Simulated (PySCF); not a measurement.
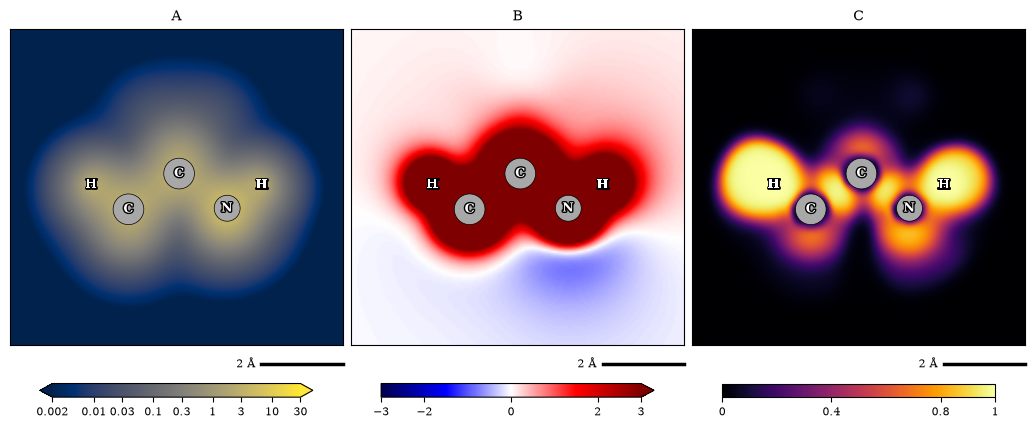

C$_{3}$H$_{9}$N: 3 fields on the plane of atoms C3, C2 and N4, with unlabelled colour scales. Grey discs cover the atomic cores.

Geometry: PBE0-D3(BJ)/def2-SVP.

Level of theory: CAM-B3LYP/def2-SVPD, SCF density, gas phase (PySCF).

```xyz
13

C     1.3383   -0.5329    0.1167
C    -0.1011   -0.1835   -0.2292
C    -0.4390    1.2446    0.1706
N    -0.9917   -1.0950    0.4728
H     1.4970   -0.4518    1.2034
H     2.0456    0.1371   -0.3951
H     1.5801   -1.5655   -0.1830
H    -0.2029   -0.2516   -1.3362
H     0.2191    1.9671   -0.3353
H    -1.4784    1.4968   -0.0951
H    -0.3302    1.3684    1.2595
H    -1.9608   -0.9037    0.2246
H    -0.8089   -2.0560    0.1898
```

Which field does each panel show? The fields are: electron density, electron localisation function and electrostatic potential.

Panel A: electron density. Panel B: electrostatic potential (strongly positive close to the atoms, with negative regions outside electron-rich atoms). Panel C: electron localisation function. From the grid: C–N (1.45 Å): ρ at the midpoint is about 1.9 e/Å³; the ELF peaks at about 0.95 between the atoms (localised, covalent bonding). C–C (1.52 Å): ρ is about 1.7 e/Å³ halfway; the ELF peaks at about 0.95 between the atoms, as expected for localised, covalent bonding.
